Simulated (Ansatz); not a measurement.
Electronic density of states of amorphous Ca₁₈Al₂₄O₅₄, density 2.92 g/cm³, on a 2×2×2 Γ-centred mesh with a Gaussian width of 0.1 eV; energies count from the Fermi level, whose place inside the gap is arbitrary. Cell and mesh are small, so fine structure isn't converged. All values below come from PBE, scalar-relativistic without spin-orbit coupling (plane waves to 420 eV, PAW; Ansatz, a quantum-chemistry and plane-wave program). Sampling: a 2×2×2 Γ-centred mesh; Fermi-Dirac width 0.02 eV; no spin polarisation. At PBE the levels at the filled edge of the gap are localised (band-tail or defect states), and the nearest spread-out levels lie 3.8 eV apart at the zone centre.

It comes from a melt-quench run on a machine-learned potential (CHGNet), relaxed afterwards by DFT. O atoms were pushed apart under 1.9 Å during the dynamics, to hinder bonds among them. The hot cell started wider than the set density and was brought back towards it in steps. It is the lowest in DFT energy of 2 quenches. It is a model cell: composition and starting density were chosen by hand, and all elements were melted together. No dispersion term was used. Its density started from a set value of 3.16 and ended at 2.92 g/cm³. The simulated quench (nominally 360 K/ps over its main leg) is rapid and tends to freeze in more defects than a deposited or slowly cooled glass has. One small periodic cell is one sample of the glass; other quenches scatter about these values. Volume and shape were free in the relaxation.

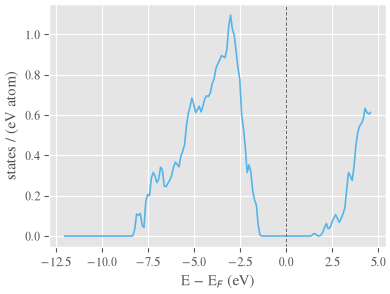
Figure: Density of states per atom

The level gap on this mesh is 3.14 eV; the broadening fills part of it in the curve.
